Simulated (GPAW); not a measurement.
# Property calculation, with input and output: AlH₃S₂

System: AlH₃S₂.
Method: PBE/dzp, scalar-relativistic datasets (GPAW 26.7.0).

The geometry comes from this level: GFN2-xTB.

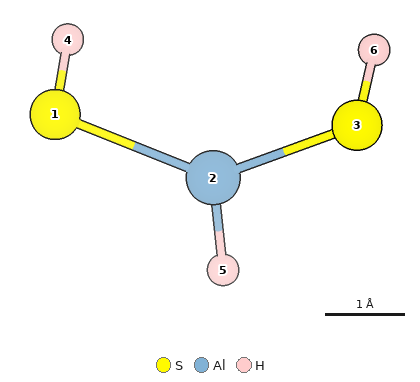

Fig. 1: The input geometry (ball-and-stick view, seen at a tilt; atoms are numbered from 1 in the order of the input). Sticks mark near contacts.

Summary:

```csv
quantity,value
outcome,converged
energy relative to the program's reference atoms,−21.4654 eV
basis functions,54
largest force,1.267 eV/Å
HOMO,−5.89 eV
LUMO,−2.53 eV
dipole moment,1.34 D
hardware,"1 thread of Intel Xeon @ 2.50GHz (Skylake/Cascade Lake), 12 GiB of memory available, shared host"
wall time,22 s
peak memory,0.72 GiB
```

The input (AlH3S2_sp.py):
```python
import numpy as np
from ase import Atoms
from ase.units import Bohr, Debye
from gpaw import GPAW

positions_bohr = np.array(
              [[ -2.440071,  -2.055625,  -2.283961],
               [  0.808425,   0.072112,  -0.830629],
               [  2.687644,  -0.545961,   2.810457],
               [ -4.097153,  -0.533678,  -1.155208],
               [  1.939577,   2.078396,  -2.566966],
               [  1.101578,   0.984755,   4.026307]])
atoms = Atoms('SAlSHHH', positions=positions_bohr * Bohr)
atoms.center(vacuum=4.5)

dft = GPAW(mode='lcao', basis='dzp', xc='PBE', h=0.18, maxiter=150, txt='-')
atoms.calc = dft

energy = atoms.get_potential_energy()
print(f'Energy                  {energy:.5f} eV')
forces = atoms.get_forces()
print('Forces (eV/Ang)')
for symbol, f in zip(atoms.symbols, forces):
    print(f'{symbol:2} {f[0]:9.4f} {f[1]:9.4f} {f[2]:9.4f}')
dipole = atoms.get_dipole_moment() / Debye
print(f'Dipole = {np.linalg.norm(dipole):.3f} D')
homo, lumo = dft.get_homo_lumo()
print(f'HOMO                    {homo:.3f} eV')
print(f'LUMO: {lumo:.3f} eV')
print(f'Gap = {lumo - homo:.3f} eV')
```

Launch command:
```bash
python AlH3S2_sp.py > AlH3S2_sp.log
```

What the program printed:
```
__  _  _
 | _ |_)|_||  |
 |__||  | ||/\| - 26.7.0

units:  Angstrom and eV
cores:  1
OpenMP: False

Versions:
  Python: 3.12.14
  ASE:    3.29.0
  Numpy:  2.5.5
  Scipy:  1.18.1
  Libxc:  7.0.0

        _gpaw.cpython-312-x86_64-linux-gnu.so

Input parameters:
  mode=LCAO(),
  basis={'default': 'dzp'},
  h=0.18,
  maxiter=150,
  xc=XC(name='PBE')
        .------------------------------.
       /|                              |
      / |                              |
     /  |                              |
    /   |                              |
   /    |                              |
  /     |                              |
 *      |                              |
 |      |                              |
 |      |              H               |
 |      |               S              |
 |      |                              |
 |      |      H      AlH              |
 |      |                              |
 |      |        S                     |
 |      .------------------------------.
 |     /                              /
 |    /                              /
 |   /                              /
 |  /                              /
 | /                              /
 |/                              /
 *------------------------------*

Atoms  # Å, Bohr magnetons
|   | symbol |        x |        y |        z |    initial magnetic moments |
|---|--------|----------|----------|----------|-----------------------------|
| 0 |      S | 5.376890 | 4.500000 | 4.649760 | ( 0.0000,  0.0000,  0.0000) |
| 1 |     Al | 7.095920 | 5.625950 | 5.418830 | ( 0.0000,  0.0000,  0.0000) |
| 2 |      S | 8.090360 | 5.298880 | 7.345610 | ( 0.0000,  0.0000,  0.0000) |
| 3 |      H | 4.500000 | 5.305380 | 5.247070 | ( 0.0000,  0.0000,  0.0000) |
| 4 |      H | 7.694500 | 6.687630 | 4.500000 | ( 0.0000,  0.0000,  0.0000) |
| 5 |      H | 7.251050 | 6.108900 | 7.989010 | ( 0.0000,  0.0000,  0.0000) |

Unit cell  # Å
| periodic |         x |         y |         z |   lengths |    angles |
|----------|-----------|-----------|-----------|-----------|-----------|
|       no | 12.590360 |  0.000000 |  0.000000 | 12.590360 | 90.000000 |
|       no |  0.000000 | 11.187630 |  0.000000 | 11.187630 | 90.000000 |
|       no |  0.000000 |  0.000000 | 12.489010 | 12.489010 | 90.000000 |

Number of symmetries: 1
Symmetry operations  # r_c * U_cc + t_c -> r_c
|   | kind |            matrix            |
|---|------|------------------------------|
| 0 |  E   |  1, 0, 0,  0, 1, 0,  0, 0, 1 |

BZ-sampling:
  Number of BZ points: 1
  Number of IBZ points: 1

  Monkhorst-Pack size: [1, 1, 1]
  Monkhorst-Pack shift: [0, 0, 0]

K-points  # in reciprocal-cell coordinates
|   |                                coordinates |     weight |
|---|--------------------------------------------|------------|
| 0 | (  0.00000000,   0.00000000,   0.00000000) | 1.00000000 |

basis functions: 54
Spin-components: 1 (collinear spins)
Bands:           15
Projectors:      24
Spin-degeneracy: 2
Datatype:        <class 'float'>

  Storage: CPU
  Wave functions: 6_480 bytes (6_480 per core)

Parallelization:
  kpt:    1
  domain: 1
  band:   1

Density:
  Valence electrons: 18.0
  Components: 1
  Grid points: [68 64 68]
  Charge: 0.0  # |e|

Potential:
  Grid points: [68 64 68]

species:
  S:
    name:    Sulfur
    Z:       16.0
    valence: 6
    core:    10
    charge:  0.0  # [|e|]
    file:    S.PBE.gz
    compensation charges:
      type: gauss
      rc: 0.24  # [Å]
      lmax: 2
    cutoffs:
      filter: 1.77  # [Å]
      core: 1.66  # [Å]
    projectors
    | kind |    occ | energy [eV] | rcut [Å] |
    |------|--------|-------------|----------|
    |   3s |  2.000 |     -17.254 |    0.974 |
    |   3p |  4.000 |      -7.008 |    0.979 |
    |    s |        |       9.957 |    0.974 |
    |    p |        |      20.203 |    0.979 |
    |    d |        |       0.000 |    0.900 |

    LCAO basis set for S:
      Name: dzp
      File: S.dzp.basis.gz
      Number of radial functions: 5
      Number of spherical harmonics: 13
        l=0, rc=5.5156 Bohr: 3s-sz confined orbital
        l=1, rc=6.9375 Bohr: 3p-sz confined orbital
        l=0, rc=3.0469 Bohr: 3s-dz split-valence wave
        l=1, rc=3.9375 Bohr: 3p-dz split-valence wave
        l=2, rc=6.9375 Bohr: d-type Gaussian polarization
      Number of RI-basis functions 0

  Al:
    name:    Aluminium
    Z:       13.0
    valence: 3
    core:    10
    charge:  0.0  # [|e|]
    file:    Al.PBE.gz
    compensation charges:
      type: gauss
      rc: 0.34  # [Å]
      lmax: 2
    cutoffs:
      filter: 1.91  # [Å]
      core: 2.36  # [Å]
    projectors
    | kind |    occ | energy [eV] | rcut [Å] |
    |------|--------|-------------|----------|
    |   3s |  2.000 |      -7.753 |    1.085 |
    |   3p |  1.000 |      -2.712 |    1.085 |
    |    s |        |      19.459 |    1.085 |
    |    p |        |      24.499 |    1.085 |
    |    d |        |       0.000 |    1.085 |

    LCAO basis set for Al:
      Name: dzp
      File: Al.dzp.basis.gz
      Number of radial functions: 5
      Number of spherical harmonics: 13
        l=0, rc=7.8750 Bohr: 3s-sz confined orbital
        l=1, rc=10.4219 Bohr: 3p-sz confined orbital
        l=0, rc=4.6094 Bohr: 3s-dz split-valence wave
        l=1, rc=6.2812 Bohr: 3p-dz split-valence wave
        l=2, rc=10.4219 Bohr: d-type Gaussian polarization
      Number of RI-basis functions 0

  H:
    name:    Hydrogen
    Z:       1.0
    valence: 1
    core:    0
    charge:  0.0  # [|e|]
    file:    H.PBE.gz
    compensation charges:
      type: gauss
      rc: 0.15  # [Å]
      lmax: 2
    cutoffs:
      filter: 0.85  # [Å]
      core: 0.53  # [Å]
    projectors
    | kind |    occ | energy [eV] | rcut [Å] |
    |------|--------|-------------|----------|
    |   1s |  1.000 |      -6.494 |    0.476 |
    |    s |        |      20.717 |    0.476 |
    |    p |        |       0.000 |    0.476 |

    LCAO basis set for H:
      Name: dzp
      File: H.dzp.basis.gz
      Number of radial functions: 3
      Number of spherical harmonics: 5
        l=0, rc=6.4219 Bohr: 1s-sz confined orbital
        l=0, rc=3.6094 Bohr: 1s-dz split-valence wave
        l=1, rc=6.4219 Bohr: p-type Gaussian polarization
      Number of RI-basis functions 0

Reference energy: -28356.133547  # eV

eigensolver:
  <gpaw.new.lcao.eigensolver.LCAOEigensolver object at 0x73d1ffe9d820>
density mixing:
  MSR1-Mixer
  Pratt-step length: 0.05
  Maximum mixing coefficient: 0.75
  Old densities: 10
  SVD Regularization: 0.005
  Good broyden scale: 1.0
  Trust region scale: 1.0
  Backstep threshold: 4.0
  History deletion threshold: 6.0
  Fourier metric: weight=20.0, sigma=0.015

occupation numbers:
  # Zero width

FastPoissonSolver using
    Stencil: 6*3+1=19 point O(h^6) finite-difference Laplacian
    FFT axes: []
    FST axes: [np.int64(1), np.int64(0), np.int64(2)]

xc functional:
  name: PBE with 2 nearest neighbor stencil
interpolation: tri-quintic # 5. degree polynomial

        .------------------------------.
       /|                              |
      / |                              |
     /  |                              |
    /   |                              |
   /    |                              |
  /     |                              |
 *      |                              |
 |      |                              |
 |      |              H               |
 |      |               S              |
 |      |                              |
 |      |      H      AlH              |
 |      |                              |
 |      |        S                     |
 |      .------------------------------.
 |     /                              /
 |    /                              /
 |   /                              /
 |  /                              /
 | /                              /
 |/                              /
 *------------------------------*

Atoms  # Å, Bohr magnetons
|   | symbol |        x |        y |        z |    initial magnetic moments |
|---|--------|----------|----------|----------|-----------------------------|
| 0 |      S | 5.376890 | 4.500000 | 4.649760 | ( 0.0000,  0.0000,  0.0000) |
| 1 |     Al | 7.095920 | 5.625950 | 5.418830 | ( 0.0000,  0.0000,  0.0000) |
| 2 |      S | 8.090360 | 5.298880 | 7.345610 | ( 0.0000,  0.0000,  0.0000) |
| 3 |      H | 4.500000 | 5.305380 | 5.247070 | ( 0.0000,  0.0000,  0.0000) |
| 4 |      H | 7.694500 | 6.687630 | 4.500000 | ( 0.0000,  0.0000,  0.0000) |
| 5 |      H | 7.251050 | 6.108900 | 7.989010 | ( 0.0000,  0.0000,  0.0000) |

Unit cell  # Å
| periodic |         x |         y |         z |   lengths |    angles |
|----------|-----------|-----------|-----------|-----------|-----------|
|       no | 12.590360 |  0.000000 |  0.000000 | 12.590360 | 90.000000 |
|       no |  0.000000 | 11.187630 |  0.000000 | 11.187630 | 90.000000 |
|       no |  0.000000 |  0.000000 | 12.489010 | 12.489010 | 90.000000 |

Number of symmetries: 1
Symmetry operations  # r_c * U_cc + t_c -> r_c
|   | kind |            matrix            |
|---|------|------------------------------|
| 0 |  E   |  1, 0, 0,  0, 1, 0,  0, 0, 1 |

BZ-sampling:
  Number of BZ points: 1
  Number of IBZ points: 1

  Monkhorst-Pack size: [1, 1, 1]
  Monkhorst-Pack shift: [0, 0, 0]

K-points  # in reciprocal-cell coordinates
|   |                                coordinates |     weight |
|---|--------------------------------------------|------------|
| 0 | (  0.00000000,   0.00000000,   0.00000000) | 1.00000000 |

basis functions: 54
Spin-components: 1 (collinear spins)
Bands:           15
Projectors:      24
Spin-degeneracy: 2
Datatype:        <class 'float'>

  Storage: CPU
  Wave functions: 6_480 bytes (6_480 per core)

Parallelization:
  kpt:    1
  domain: 1
  band:   1

Density:
  Valence electrons: 18.0
  Components: 1
  Grid points: [68 64 68]
  Charge: 0.0  # |e|

Potential:
  Grid points: [68 64 68]

species:
  S:
    name:    Sulfur
    Z:       16.0
    valence: 6
    core:    10
    charge:  0.0  # [|e|]
    file:    S.PBE.gz
    compensation charges:
      type: gauss
      rc: 0.24  # [Å]
      lmax: 2
    cutoffs:
      filter: 1.77  # [Å]
      core: 1.66  # [Å]
    projectors
    | kind |    occ | energy [eV] | rcut [Å] |
    |------|--------|-------------|----------|
    |   3s |  2.000 |     -17.254 |    0.974 |
    |   3p |  4.000 |      -7.008 |    0.979 |
    |    s |        |       9.957 |    0.974 |
    |    p |        |      20.203 |    0.979 |
    |    d |        |       0.000 |    0.900 |

    LCAO basis set for S:
      Name: dzp
      File: S.dzp.basis.gz
      Number of radial functions: 5
      Number of spherical harmonics: 13
        l=0, rc=5.5156 Bohr: 3s-sz confined orbital
        l=1, rc=6.9375 Bohr: 3p-sz confined orbital
        l=0, rc=3.0469 Bohr: 3s-dz split-valence wave
        l=1, rc=3.9375 Bohr: 3p-dz split-valence wave
        l=2, rc=6.9375 Bohr: d-type Gaussian polarization
      Number of RI-basis functions 0

  Al:
    name:    Aluminium
    Z:       13.0
    valence: 3
    core:    10
    charge:  0.0  # [|e|]
    file:    Al.PBE.gz
    compensation charges:
      type: gauss
      rc: 0.34  # [Å]
      lmax: 2
    cutoffs:
      filter: 1.91  # [Å]
      core: 2.36  # [Å]
    projectors
    | kind |    occ | energy [eV] | rcut [Å] |
    |------|--------|-------------|----------|
    |   3s |  2.000 |      -7.753 |    1.085 |
    |   3p |  1.000 |      -2.712 |    1.085 |
    |    s |        |      19.459 |    1.085 |
    |    p |        |      24.499 |    1.085 |
    |    d |        |       0.000 |    1.085 |

    LCAO basis set for Al:
      Name: dzp
      File: Al.dzp.basis.gz
      Number of radial functions: 5
      Number of spherical harmonics: 13
        l=0, rc=7.8750 Bohr: 3s-sz confined orbital
        l=1, rc=10.4219 Bohr: 3p-sz confined orbital
        l=0, rc=4.6094 Bohr: 3s-dz split-valence wave
        l=1, rc=6.2812 Bohr: 3p-dz split-valence wave
        l=2, rc=10.4219 Bohr: d-type Gaussian polarization
      Number of RI-basis functions 0

  H:
    name:    Hydrogen
    Z:       1.0
    valence: 1
    core:    0
    charge:  0.0  # [|e|]
    file:    H.PBE.gz
    compensation charges:
      type: gauss
      rc: 0.15  # [Å]
      lmax: 2
    cutoffs:
      filter: 0.85  # [Å]
      core: 0.53  # [Å]
    projectors
    | kind |    occ | energy [eV] | rcut [Å] |
    |------|--------|-------------|----------|
    |   1s |  1.000 |      -6.494 |    0.476 |
    |    s |        |      20.717 |    0.476 |
    |    p |        |       0.000 |    0.476 |

    LCAO basis set for H:
      Name: dzp
      File: H.dzp.basis.gz
      Number of radial functions: 3
      Number of spherical harmonics: 5
        l=0, rc=6.4219 Bohr: 1s-sz confined orbital
        l=0, rc=3.6094 Bohr: 1s-dz split-valence wave
        l=1, rc=6.4219 Bohr: p-type Gaussian polarization
      Number of RI-basis functions 0

Reference energy: -28356.133547  # eV

eigensolver:
  <gpaw.new.lcao.eigensolver.LCAOEigensolver object at 0x73d1fdd35820>
density mixing:
  MSR1-Mixer
  Pratt-step length: 0.05
  Maximum mixing coefficient: 0.75
  Old densities: 10
  SVD Regularization: 0.005
  Good broyden scale: 1.0
  Trust region scale: 1.0
  Backstep threshold: 4.0
  History deletion threshold: 6.0
  Fourier metric: weight=20.0, sigma=0.015

occupation numbers:
  # Zero width

FastPoissonSolver using
    Stencil: 6*3+1=19 point O(h^6) finite-difference Laplacian
    FFT axes: []
    FST axes: [np.int64(1), np.int64(0), np.int64(2)]

xc functional:
  name: PBE with 2 nearest neighbor stencil
interpolation: tri-quintic # 5. degree polynomial

Initialization done in: 9.956 s

convergence criteria:
- Maximum [total energy] change in last 3 cyles: 0.0005 eV / valence electron
- Maximum integral of absolute [dens]ity change: 0.0001 electrons / valence electron
- Maximum integral of absolute [eigenst]ate change: 4e-08 eV^2 / valence electron
maximum number of iterations: 150

SCF iterations
|iter     |     time |      energy | eigst |  dens |
|---------|----------|-------------|-------|-------|
|iter:   1| 00:00:10 |  -22.539732 |      c|       |
|iter:   2| 00:00:12 |  -22.376310 |      c| -0.77 |
|iter:   3| 00:00:13 |  -21.477191 |      c| -0.79 |
|iter:   4| 00:00:14 |  -21.465986 |      c| -1.43 |
|iter:   5| 00:00:15 |  -21.465436 |      c| -1.98 |
|iter:   6| 00:00:17 |  -21.465356c|      c| -2.74 |
|iter:   7| 00:00:18 |  -21.465354c|      c| -3.25 |
|iter:   8| 00:00:19 |  -21.465354c|      c| -3.98 |
|iter:   9| 00:00:20 |  -21.465354c|      c| -4.69c|

Converged in 9 steps
SCF loop duration: 10.553 s (1.173 s/step)
Energy contributions relative to reference atoms: (reference = -28356.133547)

Energy contributions:
  Kinetic:          31.669683
  Coulomb:         -30.804430
  Zero:             -0.008326
  External:          0.000000
  Xc:              -22.322281
  Entropy:           0.000000
  Spinorbit:         0.000000
  ----------------------------
  Free energy:     -21.465354
  Extrapolated:    -21.465354

dipole moment: (-0.164299, 0.197814, 0.109433)  # |e|*Ang

Fermi level: -4.208
Eigenvalues  # (at kpt = [0.000, 0.000, 0.000])
| band index |      eig [eV] | occ [0-2] |
|------------|---------------|-----------|
|          0 |       -18.001 |     2.000 |
|          1 |       -17.763 |     2.000 |
|          2 |       -10.761 |     2.000 |
|          3 |        -9.969 |     2.000 |
|          4 |        -9.345 |     2.000 |
|          5 |        -7.627 |     2.000 |
|          6 |        -7.442 |     2.000 |
|          7 |        -6.042 |     2.000 |
|          8 |        -5.886 |     2.000 |
|          9 |        -2.531 |     0.000 |
|         10 |        -0.698 |     0.000 |
|         11 |         0.394 |     0.000 |
|         12 |         0.534 |     0.000 |
|         13 |         1.450 |     0.000 |
|         14 |         2.626 |     0.000 |

Gap: 3.355 eV
Transition (v -> c):
  (s=0, k=0, n=8, [0.00, 0.00, 0.00]) -> (s=0, k=0, n=9, [0.00, 0.00, 0.00])
No difference between direct/indirect transitions
vacuum-level: 0.000  # V
Energy                  -21.46535 eV

Forces  # eV/Ang
|        x |        y |        z |
|----------|----------|----------|
|  0.33031 | -1.01289 | -0.68530 |  # S    0
| -0.22536 | -0.05426 |  0.22637 |  # Al   1
|  0.95719 | -0.78984 | -0.01658 |  # S    2
| -0.64529 |  0.64990 |  0.54560 |  # H    3
|  0.41762 |  0.59901 | -0.59488 |  # H    4
| -0.73610 |  0.62380 |  0.47185 |  # H    5

Force computation time: 0.430  # s
Forces (eV/Ang)
S     0.3303   -1.0129   -0.6853
Al   -0.2254   -0.0543    0.2264
S     0.9572   -0.7898   -0.0166
H    -0.6453    0.6499    0.5456
H     0.4176    0.5990   -0.5949
H    -0.7361    0.6238    0.4718
Dipole = 1.342 D
HOMO                    -5.886 eV
LUMO: -2.531 eV
Gap = 3.355 eV
```

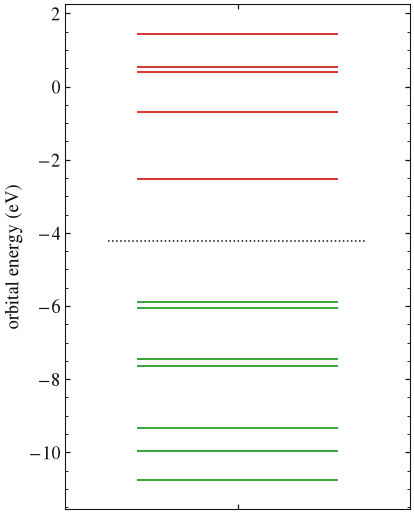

Fig. 2: Orbital energies near the frontier; the dotted line parts filled from empty levels, and levels within 0.02 eV of each other stand side by side. Highest filled −5.89 eV, lowest empty −2.53 eV, 3.36 eV apart.
